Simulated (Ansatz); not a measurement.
```yaml
atoms:
  - { symbol: C, position_ang: [-0.9977, -0.0037, 0.5828] }
  - { symbol: N, position_ang: [0.1872, 0.1920, -0.2136] }
  - { symbol: C, position_ang: [1.1165, -0.9121, -0.1336] }
  - { symbol: Ge, position_ang: [0.6740, 1.5895, -1.2789] }
  - { symbol: Cl, position_ang: [-1.0872, 2.9007, -0.9931] }
  - { symbol: H, position_ang: [-1.6652, 0.8511, 0.4914] }
  - { symbol: H, position_ang: [-0.7362, -0.1337, 1.6407] }
  - { symbol: H, position_ang: [-1.5354, -0.9052, 0.2623] }
  - { symbol: H, position_ang: [1.4558, -1.0715, 0.8974] }
  - { symbol: H, position_ang: [1.9979, -0.7193, -0.7528] }
  - { symbol: H, position_ang: [0.6558, -1.8448, -0.4821] }
```

Geometry: PBE0-D4/def2-TZVP.

The calculation used RKS PBE0-D4/def2-TZVPP (Ansatz).

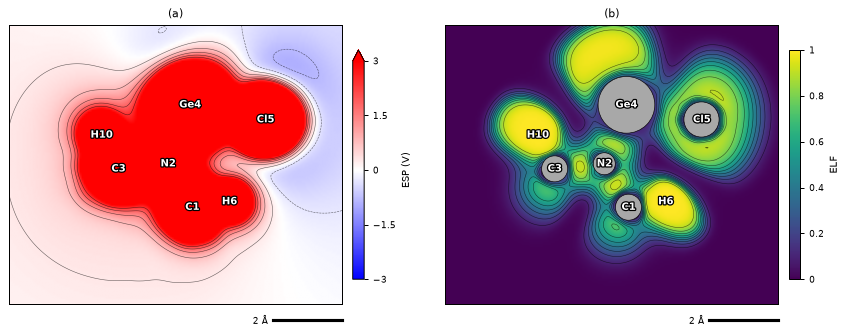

C2H6ClGeN. (a) molecular electrostatic potential; (b) ELF on the plane of atoms N2, Ge4 and Cl5. Grey discs cover the atomic cores in the ELF map.

### Describe what can be read from this map.

Atoms in the plane: C, N, Ge, Cl and H. C–N (1.44 Å): the ELF peaks at about 0.90 between the atoms (a covalent bond). Ge–N (1.82 Å): the ELF peaks at about 0.85 in the valence shell of N, 0.6 Å from its nucleus, and is about 0.45 at the midpoint. Ge–Cl (2.21 Å): the ELF peaks at about 0.85 in the valence shell of Cl, 0.8 Å from its nucleus, and is about 0.65 at the midpoint. C–H (1.09 Å): the ELF climbs to about 1 towards the hydrogen, as it does in any bond to H (an ordinary covalent bond to hydrogen). The ELF also peaks beside Cl5, away from the bonds: lone-pair regions. Outside the dense part of the molecule the potential is most negative (−0.9 V) near Cl5.
